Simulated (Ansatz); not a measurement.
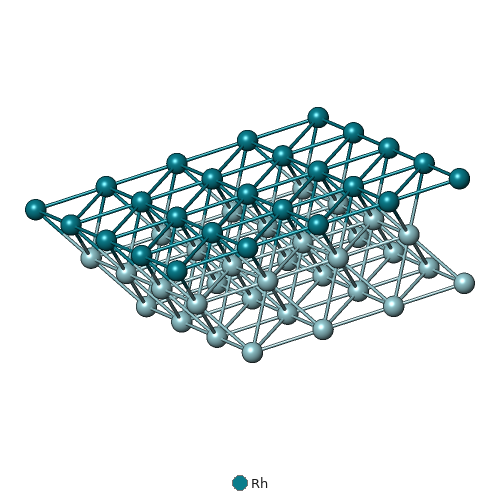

The system is Cl on a Rh(111) slab cut from the Fm-3m phase, its upper half relaxed before the scan (12 atoms of substrate and one adsorbate in a 2 × 2 cell); the picture shows it without the atoms that are moved over the map. 
- Cl is moved over the surface cell; relaxed at each place: the height of the adsorbate's atoms; substrate rigid; the origin of the map has the adsorbate above Rh9.
- Places are given modulo a cell vector. The map is drawn in real space over the plane of the surface.
- Grid: 6 × 6 points; 10 points were computed and 26 follow by symmetry.
- Places are given in fractions of the 1 × 1 surface cell.
- Energies: eV, counted from the lowest grid point.
- All numbers below come from DFT PBE, scalar-relativistic, plane waves, PAW in Ansatz 0.2.0. Settings: cutoff 420 eV, k-mesh 6×6×1, gaussian smearing 0.1 eV, no spin polarisation.

Range: position of Cl13 along the first surface vector from 0.000 to 0.833; position of Cl13 along the second surface vector from 0.000 to 0.833.

Predict the map.

Answer. The lowest grid point is at a threefold hollow over a third-layer Rh atom, (4/6, 2/6) of the cell vectors. A higher local minimum lies near a threefold hollow over a second-layer Rh atom, (2/6, 4/6) of the cell vectors (0.110 eV above the lowest at that grid point). The highest grid point, the top site over a surface Rh atom, (0/6, 0/6) of the cell vectors, lies 0.442 eV above the lowest. On the interpolated surface the easiest way out of the lowest well to the well at a threefold hollow over a second-layer Rh atom, (2/6, 4/6) of the cell vectors passes a barrier of about 0.14 eV. At the lowest point the adsorbate has 3 Rh at 2.47 Å as nearest neighbours, at the highest 1 Rh at 2.28 Å. Its relaxed height above the top atom is 1.91 Å at the lowest and 2.28 Å at the highest point.

| second ↓, first → | 0/6 | 1/6 | 2/6 | 3/6 | 4/6 | 5/6 |
| --- | --- | --- | --- | --- | --- | --- |
| 5/6 | 0.407 | 0.333 | 0.180 | 0.180 | 0.333 | 0.407 |
| 4/6 | 0.275 | 0.180 | 0.110 | 0.180 | 0.275 | 0.314 |
| 3/6 | 0.128 | 0.180 | 0.180 | 0.128 | 0.120 | 0.120 |
| 2/6 | 0.275 | 0.333 | 0.275 | 0.120 | 0.000 | 0.120 |
| 1/6 | 0.407 | 0.407 | 0.314 | 0.120 | 0.120 | 0.314 |
| 0/6 | 0.442 | 0.407 | 0.275 | 0.128 | 0.275 | 0.407 |

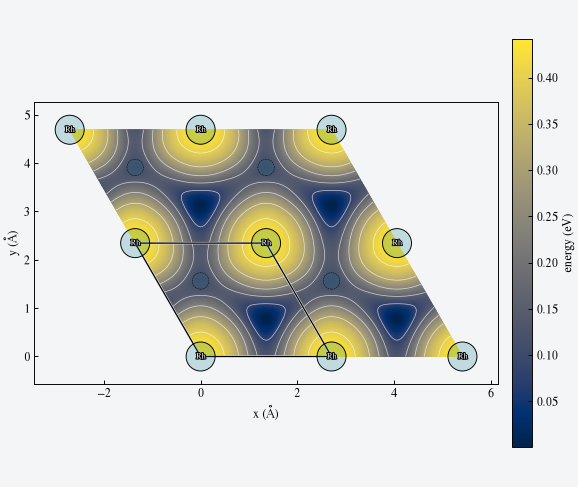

Drawn: a smooth colour map with a few white contour lines, labelled circles for the atoms of the top layer and small ones for the second layer, the outline of one cell of the 2 × 2 shown. Between grid points the surface is interpolated.

Each point was launched as `ansatz run input.yaml --threads 4 --pin off --max-ram 12288MiB --backend cpu --events-out ev --progress --plain --runs-dir out`. The whole map (10 points run) took 21 min on 4 threads of Arm Neoverse N1 (shared host).

PAW datasets: the set soft_1.
